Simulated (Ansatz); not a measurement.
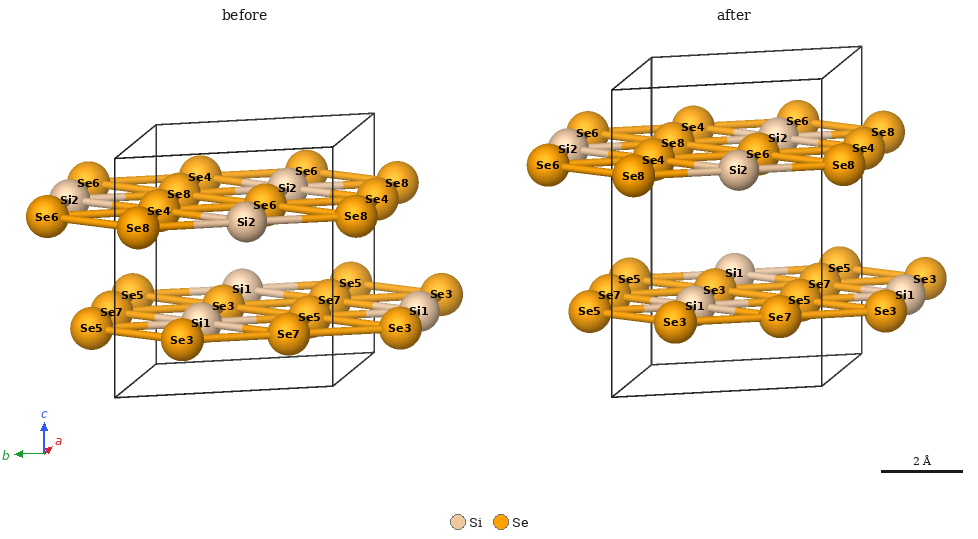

The structure of solid SiSe₃ (built on the Ni3Sn (D0_19)_194 type) before (left) and after (right) a relaxation, at one scale.

A ball-and-stick model of the cell of the calculation, seen from a free direction.

Case: Ni3Sn (D0_19) type (P6_3/mmc, No. 194).

Method: DFT r2SCAN, scalar-relativistic, plane waves, PAW (Ansatz 0.2.0).

Input file:
```yaml
crystal:
  lattice:
    - [5.7294726876, 0.0, 0.0]
    - [-2.8647363438, 4.9618688978, 0.0]
    - [0.0, 0.0, 5.9817610898]
  atoms:
    - { symbol: Si, position: [0.3333333333, 0.6666666667, 0.25] }
    - { symbol: Si, position: [0.6666666667, 0.3333333333, 0.75] }
    - { symbol: Se, position: [0.8291694142, 0.6583388285, 0.25] }
    - { symbol: Se, position: [0.1708305858, 0.8291694142, 0.75] }
    - { symbol: Se, position: [0.3416611715, 0.1708305858, 0.25] }
    - { symbol: Se, position: [0.1708305858, 0.3416611715, 0.75] }
    - { symbol: Se, position: [0.8291694142, 0.1708305858, 0.25] }
    - { symbol: Se, position: [0.6583388285, 0.8291694142, 0.75] }
basis:
  ecutwfc: 500
kpoints:
  mp_grid: { grid: [12, 12, 6] }
hamiltonian:
  xc: r2scan
scf:
  occupations: { method: gaussian, width: 0.1 }
output:
  forces: true
  stress: true
  eigenvalues: true
relax:
  adjacent_minimum: "off"
  f_tol: 0.01
  max_steps: 80
  cell: { stress_tol: 0.05 }
```

Run as
```bash
ansatz run input.yaml --threads 1 --pin off --max-ram 2560MiB --backend cpu --events-out ev --progress --plain --runs-dir out
```

Summarise the run.

The energy falls by 39.6 meV per atom in 10 accepted moves (12 points after the start). The largest force component goes from 0.063 to 0.00034 eV/Å. Pressure: 0.15 GPa at the start and 0.01 GPa at the end. The SCF was repeated twice at an unchanged geometry on a basis and grid sized afresh for the cell, which shifted the energy by 1.0 meV per atom at most. The largest moves relative to the cell, 0.035 Å, are those of Se3, Se4, Se5, Se6, Se7 and Se8. Se5 goes along [−2 −1 0]. Si stays in place. Cell: a = b 5.729 → 5.522 Å (−3.6 %), c 5.982 → 7.684 Å (+28.5 %). Volume +19.3 %. Among the contacts that change: Se3–Se5 2.936 → 2.770 Å, Si1–Se3 2.865 → 2.761 Å, Se3–Se5 (another image) 2.793 → 2.752 Å. The space group stays P6_3/mmc (No. 194). Cost: 10 min on 1 thread of Intel(R) Xeon(R) 6975P-C (Granite Rapids), with other jobs on the host, peak memory 1.5 GiB.
